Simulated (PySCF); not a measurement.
## Two runs on C3H8BNSi

System: C3H8BNSi, SMILES CC#CB[SiH2]N.
Method of run A: TDDFT PBE0/6-31G*, vertical, gas phase, core orbitals frozen in the response (PySCF 2.14.0).

The geometry comes from this level: PBE0-D3(BJ)/def2-SVP. Text and figures count atoms from 1; the logs count them from 0 in places.

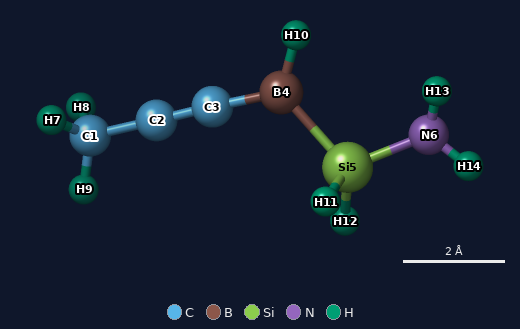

Fig. 1: The structure as given in the input (ball-and-stick view, seen at a tilt; atoms are numbered from 1 in the order of the input).

### Input, run A
```
{"job": {"kind": "uv", "xc": "PBE0", "basis": "6-31G*"}, "charge": 0, "multiplicity": 1}
C     -3.556801     0.373356    -0.165194
C     -2.131768     0.621608    -0.215000
C     -0.927824     0.847244    -0.263416
B      0.551210     1.073737    -0.309504
Si     1.841190    -0.362445     0.270801
N      3.403436    -0.064510    -0.435406
H     -4.046247     1.084754     0.519362
H     -4.004932     0.523564    -1.160702
H     -3.791892    -0.648867     0.169696
H      0.969158     2.160567    -0.648679
H      1.800726    -0.368937     1.783868
H      1.411038    -1.738371    -0.136802
H      3.750168     0.888457    -0.441371
H      4.163477    -0.714781    -0.268399
```

The first line tells a small driver script what to run in PySCF; the rest is the geometry in Å.

Command:
```bash
OMP_NUM_THREADS=1 python <driver script> task.json out
```

Hardware: 1 CPU thread, shared host.

### Output (run A)
```
coarse grid: 11992 points
cycle   1  E = -487.7708187952  dE =  3.970e-01  |g| = 5.008e-01  |ddm| = 3.452e+00
cycle   2  E = -487.7199348253  dE =  5.088e-02  |g| = 6.762e-01  |ddm| = 1.083e+00
cycle   3  E = -487.8268459298  dE = -1.069e-01  |g| = 1.639e-01  |ddm| = 7.051e-01
cycle   4  E = -487.8333123731  dE = -6.466e-03  |g| = 5.765e-02  |ddm| = 1.817e-01
cycle   5  E = -487.8341648998  dE = -8.525e-04  |g| = 1.485e-02  |ddm| = 6.408e-02
cycle   6  E = -487.8342231637  dE = -5.826e-05  |g| = 2.787e-03  |ddm| = 1.672e-02
cycle   7  E = -487.8342254465  dE = -2.283e-06  |g| = 7.608e-04  |ddm| = 3.826e-03
final grid: 110728 points
cycle   8  E = -487.7771783570  dE = -1.772e-05  |g| = 7.049e-03  |ddm| = 2.406e-02
cycle   9  E = -487.7771703953  dE =  7.962e-06  |g| = 9.231e-03  |ddm| = 1.476e-02
cycle  10  E = -487.7771904803  dE = -2.008e-05  |g| = 1.871e-03  |ddm| = 8.663e-03
cycle  11  E = -487.7771913973  dE = -9.170e-07  |g| = 4.318e-04  |ddm| = 1.897e-03
cycle  12  E = -487.7771914441  dE = -4.688e-08  |g| = 9.729e-05  |ddm| = 4.382e-04
cycle  13  E = -487.7771914463  dE = -2.191e-09  |g| = 2.390e-05  |ddm| = 9.935e-05
cycle  14  E = -487.7771914465  dE = -1.938e-10  |g| = 6.561e-06  |ddm| = 3.338e-05
converged SCF energy = -487.7771914465

Static polarisability (au): isotropic 77.103, principal 48.879 60.846 121.583

Singlet excitations
state   eV       nm        f      main configurations
  1   3.1189    397.5   0.00111   H->L 0.75, H-1->L 0.24
  2   3.8890    318.8   0.00345   H-1->L 0.74, H->L 0.25
  3   5.0630    244.9   0.09750   H-2->L 0.62, H-3->L 0.28
  4   5.1092    242.7   0.05004   H-3->L 0.69, H-2->L 0.24
  5   6.2525    198.3   0.03070   H-4->L 0.92
  6   6.4391    192.5   0.03106   H->L+1 0.60, H->L+2 0.18, H-1->L+1 0.16
  7   6.7809    182.8   0.01183   H-5->L 0.79, H-6->L 0.13
  8   7.0940    174.8   0.01526   H-2->L+1 0.36, H->L+2 0.31, H-1->L+1 0.14
  9   7.1821    172.6   0.12870   H-1->L+1 0.44, H-1->L+2 0.19, H-2->L+1 0.11
 10   7.2227    171.7   0.21811   H->L+2 0.36, H-2->L+1 0.25, H->L+1 0.15

Triplet excitations (Tamm-Dancoff, eV): 2.6527 3.5172 3.7424 4.4839
```

The input of run B differs as follows (lines with − go, lines with + come):
```diff
-"basis": "6-31G*"
+"basis": "def2-SVP"
```

What does this change do to the results?

The total energy of run B is 131.3 kcal/mol higher, which measures the change of basis and not a stability. The HOMO goes from −6.61 to −6.72 eV. The LUMO goes from −1.97 to −2.18 eV. The dipole moment goes from 1.31 to 1.27 D. The lowest excitation goes from 3.12 to 3.07 eV. The strongest computed line goes from 7.22 to 7.29 eV. The number of SCF iterations is the same. The basis functions go from 104 to 128.

### Output (run B)
```
coarse grid: 11992 points
cycle   1  E = -487.4481387928  dE =  3.534e-01  |g| = 4.813e-01  |ddm| = 3.923e+00
cycle   2  E = -487.3956432914  dE =  5.250e-02  |g| = 6.678e-01  |ddm| = 1.158e+00
cycle   3  E = -487.4996168759  dE = -1.040e-01  |g| = 1.572e-01  |ddm| = 7.191e-01
cycle   4  E = -487.5055654580  dE = -5.949e-03  |g| = 5.668e-02  |ddm| = 1.701e-01
cycle   5  E = -487.5063979043  dE = -8.324e-04  |g| = 1.398e-02  |ddm| = 6.086e-02
cycle   6  E = -487.5064496339  dE = -5.173e-05  |g| = 2.738e-03  |ddm| = 1.852e-02
cycle   7  E = -487.5064518647  dE = -2.231e-06  |g| = 7.345e-04  |ddm| = 4.366e-03
final grid: 110728 points
cycle   8  E = -487.5680025997  dE = -1.735e-05  |g| = 6.562e-03  |ddm| = 2.552e-02
cycle   9  E = -487.5679959034  dE =  6.696e-06  |g| = 8.501e-03  |ddm| = 1.433e-02
cycle  10  E = -487.5680129565  dE = -1.705e-05  |g| = 1.651e-03  |ddm| = 8.294e-03
cycle  11  E = -487.5680136739  dE = -7.174e-07  |g| = 3.772e-04  |ddm| = 1.623e-03
cycle  12  E = -487.5680137095  dE = -3.556e-08  |g| = 8.603e-05  |ddm| = 4.117e-04
cycle  13  E = -487.5680137113  dE = -1.841e-09  |g| = 1.995e-05  |ddm| = 1.038e-04
cycle  14  E = -487.5680137114  dE = -1.405e-10  |g| = 5.969e-06  |ddm| = 3.364e-05
converged SCF energy = -487.5680137114

Static polarisability (au): isotropic 81.398, principal 53.981 64.552 125.660

Singlet excitations
state   eV       nm        f      main configurations
  1   3.0737    403.4   0.00137   H->L 0.72, H-1->L 0.28
  2   3.7774    328.2   0.00388   H-1->L 0.71, H->L 0.28
  3   5.0187    247.0   0.03765   H-3->L 0.70, H-2->L 0.24
  4   5.0755    244.3   0.11057   H-2->L 0.61, H-3->L 0.27
  5   6.1121    202.9   0.03345   H-4->L 0.94
  6   6.4960    190.9   0.03005   H->L+1 0.52, H->L+2 0.30, H-1->L+1 0.10
  7   6.6836    185.5   0.01045   H-5->L 0.77, H-6->L 0.17
  8   7.0148    176.7   0.10432   H->L+2 0.47, H->L+1 0.22, H-2->L+1 0.12
  9   7.1827    172.6   0.06320   H-2->L+1 0.66, H->L+2 0.08
 10   7.2872    170.1   0.22166   H-1->L+1 0.51, H-1->L+2 0.23

Triplet excitations (Tamm-Dancoff, eV): 2.6009 3.5264 3.6582 4.4351
```

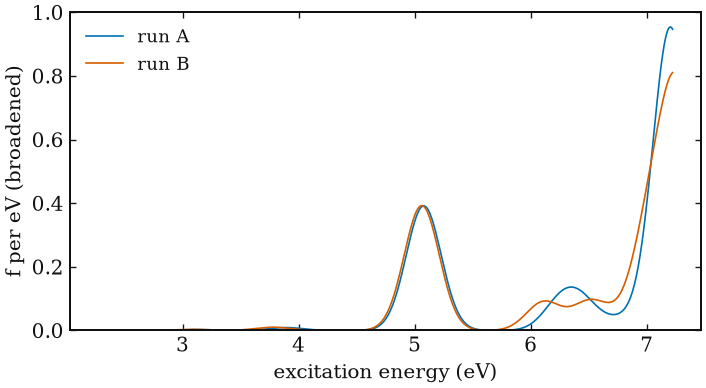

Fig. 2: Absorption of the two runs from their computed states, each broadened by a Gaussian of 0.35 eV full width; the range ends where the shorter list of states ends.

### The two runs side by side

```tsv
quantity	run A	run B
outcome	converged	converged
total energy (hartree)	−487.777191	−487.568014
HOMO (eV)	−6.61	−6.72
LUMO (eV)	−1.97	−2.18
dipole moment (D)	1.31	1.27
lowest excitation (eV)	3.12	3.07
SCF iterations	14	14
strongest computed line (eV)	7.22	7.29
basis functions	104	128
wall time (shared host)	12 s	21 s
```
